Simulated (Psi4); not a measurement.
# C2H3B− (SMILES [BH2-]C#C): UMP2/6-311+G(d,p) (density fitting, density fitting for correlation, sweep point 7)

What is the energy change on altering one bond length of C2H3B− at UMP2/6-311+G** (density fitting, density fitting for correlation, sweep point 7)? 

The results are computed with Psi4 1.11.

### 1 The molecule

C2H3B−: 6 atoms, total charge -1, spin state doublet. As SMILES, `[BH2-]C#C`. Geometry: relaxed at GFN2-xTB.

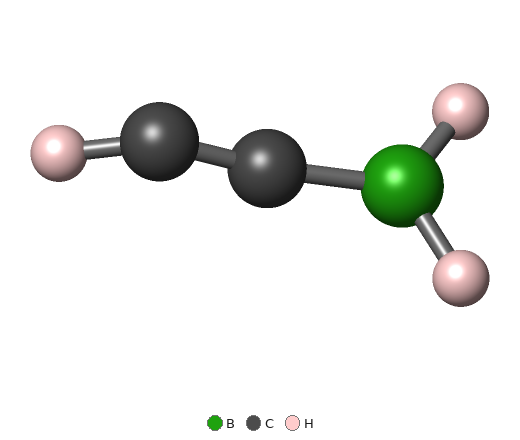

Viewed from a chosen angle; boron green, carbon dark grey, hydrogen pink.

### 2 A single-point energy at UMP2/6-311+G(d,p) (density fitting, density fitting for correlation, sweep point 7)

The input, input.in:

```
memory 1.6 GB

molecule {
  -1 2
  B     -1.49654971     0.92759097    -1.06365125
  C      0.52706351    -0.32301089     0.34948595
  C      2.48995983    -1.33397657     1.17525847
  H     -3.07280806    -0.27058988    -2.24178210
  H     -1.75691617     3.21601151    -1.04292095
  H      3.30925059    -2.21604403     2.82362878
  units au
  symmetry c1
}

set basis 6-311+G**
set reference uhf
set puream true
set scf_type df
set num_frozen_docc 3
set maxiter 150

e_tot, wfn = energy('mp2', return_wfn=True)
print_variables()
```

Launch:

```sh
$ psi4 -n 1 input.in input.out
```

input.out (excerpt; [...] marks lines left out):

```text
[...]
  Running in c1 symmetry.
[...]
  Nuclear repulsion =   46.447729660170218
[...]
  Multiplicity = 2
[...]
  Nalpha       = 11
  Nbeta        = 10
[...]
    Number of basis functions: 84
[...]
   @DF-UHF iter   1:  -101.93655728003370   -1.10287e+00   5.59537e-03 ADIIS/DIIS
[...]
   @DF-UHF iter  20:  -102.09901242256950   -1.90425e-12   4.90674e-09 DIIS
[...]
   @S^2 Observed:                9.304271663E-01
[...]
    Orbital Energies [Eh]
    ---------------------
    Alpha Occupied:
       1A    -11.025895     2A    -11.003655     3A     -7.349157
       4A     -0.812194     5A     -0.573738     6A     -0.468889
       7A     -0.320750     8A     -0.271890     9A     -0.243659
      10A     -0.174715    11A     -0.040232
    Alpha Virtual:
      12A      0.178458    13A      0.199937    14A      0.202857
      15A      0.209055    16A      0.218239    17A      0.270795
      18A      0.271779    19A      0.337143    20A      0.340172
      21A      0.350710    22A      0.372743    23A      0.399768
      24A      0.413415    25A      0.428015    26A      0.435928
[...]
  @DF-UHF Final Energy:  -102.09901242256950
   => Energetics <=
    Nuclear Repulsion Energy =             46.4477296601702179
    One-Electron Energy =                -232.7077121070586827
    Two-Electron Energy =                  84.1609700243189707
    Total Energy =                       -102.0990124225695013
  UHF NO Occupations:
  HONO-2 :    9  A 1.9689463
  HONO-1 :   10  A 1.9438510
[...]
 Multipole Moments:
 ------------------------------------------------------------------------------------
     Multipole            Electronic (a.u.)      Nuclear  (a.u.)        Total (a.u.)
 ------------------------------------------------------------------------------------
 L = 1.  Multiply by 2.5417464519 to convert [e a0] to [Debye]
 Dipole X            :          1.2412016           -0.4696363            0.7715654
 Dipole Y            :         -0.6668429            0.1248444           -0.5419985
 Dipole Z            :          0.5792662            0.1497082            0.7289744
 Magnitude           :                                                    1.1918386
[...]
```

Wall time 1.8 s (1 thread of Intel Xeon 6975P-C (Granite Rapids), shared host); peak memory 0.21 GiB.

### 3 The distorted shape at the same level

The input, job.inp:

```
memory 1.6 GB

molecule {
  -1 2
  B     -1.36635892    -0.21668923    -1.07401639
  C      0.65725431    -1.46729108     0.33912080
  C      2.62015063    -2.47825676     1.16489332
  H     -2.94261727    -1.41487007    -2.25214725
  H     -1.75691617     3.21601151    -1.04292095
  H      3.43944139    -3.36032422     2.81326363
  units au
  symmetry c1
}

set basis 6-311+G**
set reference uhf
set puream true
set scf_type df
set num_frozen_docc 3
set maxiter 150

E, wfn = energy("mp2", return_wfn=True)
```

Launch:

```sh
$ psi4 -n 1 job.inp job.out
```

job.out (excerpt; [...] marks lines left out):

```text
[...]
  Running in c1 symmetry.
[...]
  Nuclear repulsion =   45.299876142528987
[...]
  Multiplicity = 2
[...]
  Nalpha       = 11
  Nbeta        = 10
[...]
    Number of basis functions: 84
[...]
   @DF-UHF iter   1:  -101.85247212705991   -1.16325e+00   5.82234e-03 ADIIS/DIIS
[...]
   @DF-UHF iter  23:  -102.04021225399907   -3.39639e-12   4.16540e-09 DIIS
[...]
   @S^2 Observed:                1.040189833E+00
[...]
    Orbital Energies [Eh]
    ---------------------
    Alpha Occupied:
       1A    -11.045989     2A    -11.018261     3A     -7.412901
       4A     -0.830344     5A     -0.587560     6A     -0.479845
       7A     -0.329170     8A     -0.263066     9A     -0.229893
      10A     -0.156820    11A     -0.067814
    Alpha Virtual:
      12A      0.176826    13A      0.197288    14A      0.207822
      15A      0.209657    16A      0.216760    17A      0.265423
      18A      0.267256    19A      0.312773    20A      0.332260
      21A      0.344127    22A      0.358694    23A      0.379012
      24A      0.392594    25A      0.409389    26A      0.422867
[...]
  @DF-UHF Final Energy:  -102.04021225399907
   => Energetics <=
    Nuclear Repulsion Energy =             45.2998761425289871
    One-Electron Energy =                -230.0452492601541223
    Two-Electron Energy =                  82.7051608636260767
    Total Energy =                       -102.0402122539990728
  UHF NO Occupations:
  HONO-2 :    9  A 1.9408402
  HONO-1 :   10  A 1.9364079
[...]
 Multipole Moments:
 ------------------------------------------------------------------------------------
     Multipole            Electronic (a.u.)      Nuclear  (a.u.)        Total (a.u.)
 ------------------------------------------------------------------------------------
 L = 1.  Multiply by 2.5417464519 to convert [e a0] to [Debye]
 Dipole X            :          1.5341198           -0.5308289            1.0032908
 Dipole Y            :         -2.0940673            0.6626824           -1.4313850
 Dipole Z            :          0.6743372            0.1545801            0.8289173
 Magnitude           :                                                    1.9345695
[...]
```

Run time: 1.8 s. Hardware: 1 thread of Intel Xeon 6975P-C (Granite Rapids), shared host; peak memory 0.21 GiB.

### 4 Summary of results

Level: UMP2/6-311+G** (density fitting, density fitting for correlation, sweep point 7), 3 core orbitals frozen.

| quantity | value |
| --- | --- |
| first shape: total energy | -102.45462 Eh |
| first shape: HOMO energy (Hartree–Fock orbitals) (highest over α and β) | -1.09 eV |
| first shape: LUMO energy (Hartree–Fock orbitals) (lowest over α and β) | 4.86 eV |
| first shape: correlation energy (3 core orbitals frozen) | -355.6 mEh |
| first shape: ⟨S²⟩ of the reference determinant | 0.930 |
| distorted shape: total energy | -102.38905 Eh |
| distorted shape: HOMO energy (Hartree–Fock orbitals) (highest over α and β) | -1.85 eV |
| distorted shape: LUMO energy (Hartree–Fock orbitals) (lowest over α and β) | 4.81 eV |
| distorted shape: correlation energy (3 core orbitals frozen) | -348.8 mEh |
| distorted shape: ⟨S²⟩ of the reference determinant | 1.040 |
| energy change with the B1–H5 bond stretched from 1.219 to 1.828 Å | 1.784 eV |

What this shows: With the B1–H5 bond stretched from 1.219 to 1.828 Å the energy rises by 1.78 eV (172 kJ/mol). The first shape isn't relaxed at this level, so the change isn't measured from a minimum. ⟨S²⟩ (first shape) is 0.93 where a pure doublet has 0.75: the reference is spin-contaminated. ⟨S²⟩ (distorted shape) is 1.04 where a pure doublet has 0.75: the reference is spin-contaminated.
